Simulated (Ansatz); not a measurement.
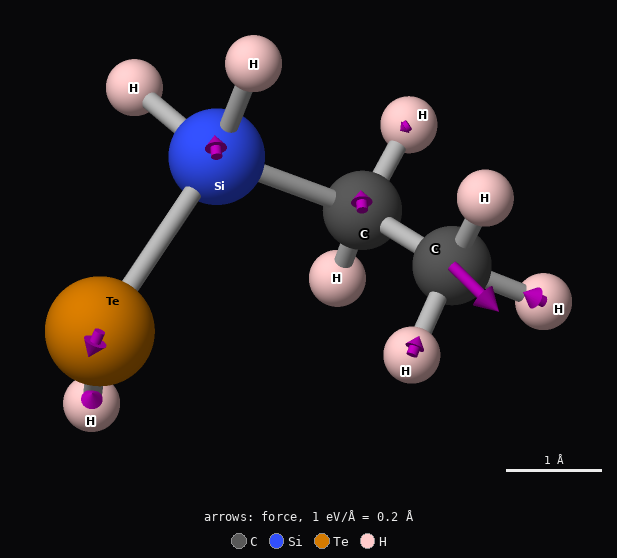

Starting geometry of C2H8SiTe (coarse preliminary run) with the computed forces as purple arrows. A ball-and-stick model, seen face on.

The start comes from a force field.

Computed with RKS PBE-D4/def2-SVP (Ansatz 0.2.0).

Input file:
```yaml
crystal:
  periodic: [false, false, false]
  atoms:
    - {symbol: C, position_ang: [-0.432500, 1.422100, 0.121900]}
    - {symbol: C, position_ang: [-0.178900, 0.162400, 0.838500]}
    - {symbol: Si, position_ang: [0.964900, -0.905200, -0.168300]}
    - {symbol: Te, position_ang: [-0.016800, -1.602500, -2.279400]}
    - {symbol: H, position_ang: [-0.973900, 1.252900, -0.880100]}
    - {symbol: H, position_ang: [-1.164600, 2.101500, 0.727600]}
    - {symbol: H, position_ang: [0.480700, 2.042900, -0.062200]}
    - {symbol: H, position_ang: [0.331600, 0.408700, 1.813700]}
    - {symbol: H, position_ang: [-1.113100, -0.379500, 1.054800]}
    - {symbol: H, position_ang: [2.225800, -0.150400, -0.429800]}
    - {symbol: H, position_ang: [1.330100, -2.101500, 0.651500]}
    - {symbol: H, position_ang: [-1.376400, -2.306500, -1.354300]}
basis:
  gaussian: {orbitals: def2-SVP}
hamiltonian: {xc: pbe, dispersion: d4}
relax: {f_tol: 0.03, max_steps: 200}
```

Launched with:
```bash
ansatz run in.yaml --threads 4 --pin off --events-out ev --progress --plain --max-ram 10444MiB
```

What follows when this structure is relaxed?

Answer. It isn't relaxed: the largest force vector, on C1, is 3.55 eV/Å. The final displacements follow the starting forces only in part (cosine between the two patterns 0.35). After 5 geometry steps the energy has fallen by 34.5 kJ/mol. Largest force component: 2.6 eV/Å at the start, 0.0095 eV/Å at the end. The atom that moves furthest after the best rigid fit is H12 (0.25 Å). Largest moves by element: H 0.25 Å, C 0.13 Å, Si 0.08 Å, Te 0.07 Å. Near-neighbour distances that change, for instance: Te4–H12 1.789 → 1.683 Å, Si3–Te4 2.430 → 2.531 Å, C1–C2 1.471 → 1.532 Å, C1–H6 1.168 → 1.109 Å. Bond angles that change, for instance: Te4–Si3–H10 109.5° → 103.4°, C1–C2–Si3 109.5° → 115.1°, H5–C1–H6 104.0° → 107.7°.
